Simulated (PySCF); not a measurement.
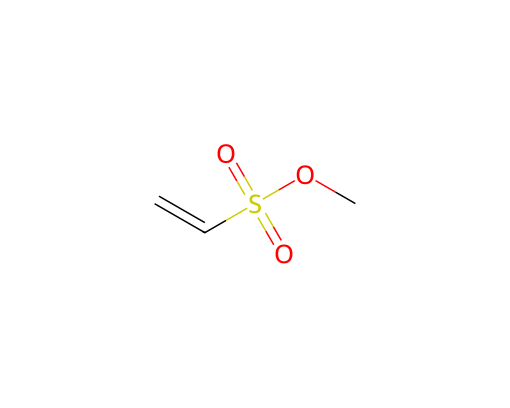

Skeletal drawing of a molecule.

**Give its SMILES.**

C=CS(=O)(=O)OC

**Give the formula, hydrogens included.**

C3H6O3S.

**An optimisation with GFN2-xTB gave a structure of which point group?**

C1. Other conformers may differ.

More results for the same structure follow; atom numbers are the same in all pictures, views and colours differ. Computed geometry: GFN2-xTB optimisation. No frequency run is at hand to confirm it as a minimum.

### Geometry

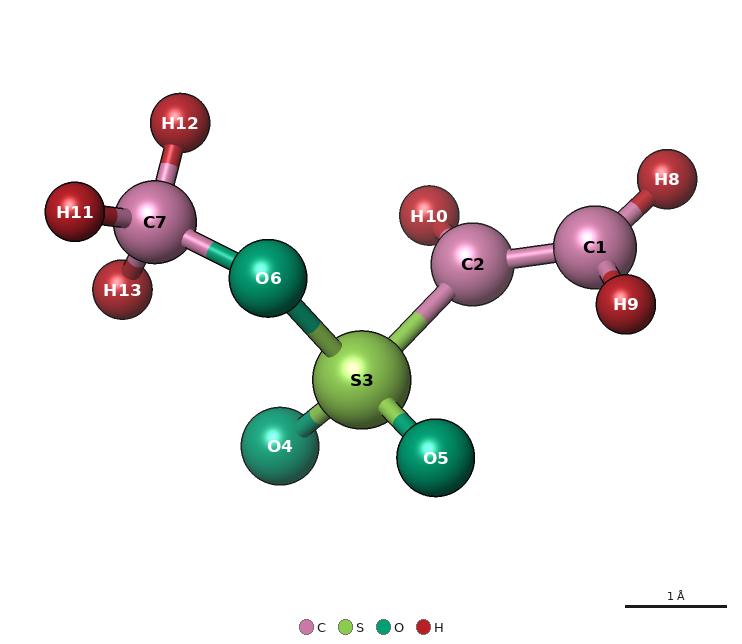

Atoms carry their numbers in the input. No frequency run is at hand to confirm it as a minimum.

**How are the neighbours of atom 6 arranged?**

O6 has 2 neighbours (S3 at 1.61, C7 at 1.41 Å); the arrangement is bent.

**Describe the coordination of atom 3.**

S3 has 4 neighbours (C2 at 1.79, O4 at 1.43, O5 at 1.42, O6 at 1.61 Å); the arrangement is tetrahedral.

**What is the geometry at C2?**

C2 has 3 neighbours (C1 at 1.31, S3 at 1.79, H10 at 1.07 Å); the arrangement is trigonal planar.

**What is the geometry at C1?**

C1 has 3 neighbours (C2 at 1.31, H8 at 1.08, H9 at 1.08 Å); the arrangement is trigonal planar.

**What is the dihedral angle C2–S3–O6–C7?**

86° in size, that is about perpendicular.

### NMR shielding

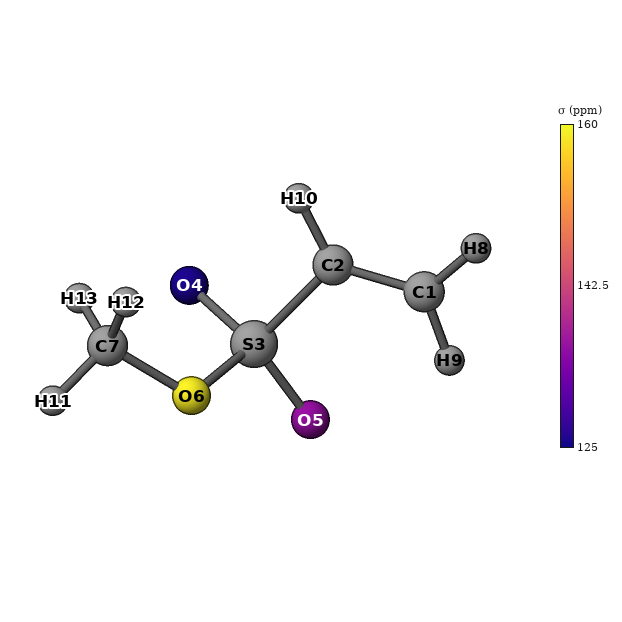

Atoms are coloured by their isotropic NMR shieldings (O only, the others grey). No frequency run is at hand to confirm it as a minimum. Properties computed with GIAO PBE0/pcSseg-1 NMR shielding, non-relativistic, gas phase (PySCF 2.14.0).

Give the isotropic NMR shieldings of the O atoms atom by atom.

```tsv
atom	σ (ppm)
O4	125.9
O5	136.1
O6	158.8
```

### Dipole moment

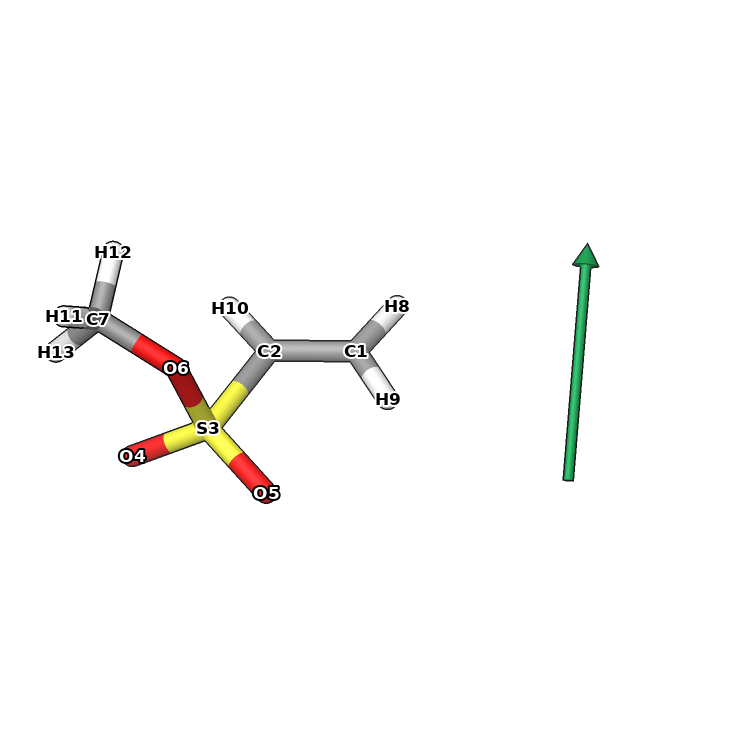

The arrow beside the molecule shows the direction of the dipole moment, from the negative to the positive end (its length means nothing). No frequency run is at hand to confirm it as a minimum. Method: PBE0/pcSseg-1, gas phase (PySCF 2.14.0).

**Estimate the dipole moment.**

4.41 D; it points from the side of O5 to the side of H8, H12 (the outermost atoms at the two ends).

### Charges

The questions are on ESP-fitted charges. No frequency run is at hand to confirm it as a minimum. Properties computed with PBE0/pcSseg-1, gas phase (PySCF 2.14.0).

List the ESP-fitted charges.

| atom | value (e) |
| --- | --- |
| C1 | −0.24 |
| C2 | −0.33 |
| S3 | 1.12 |
| O4 | −0.50 |
| O5 | −0.49 |
| O6 | −0.36 |
| C7 | −0.05 |
| H8 | 0.18 |
| H9 | 0.18 |
| H10 | 0.21 |
| H11 | 0.12 |
| H12 | 0.07 |
| H13 | 0.09 |
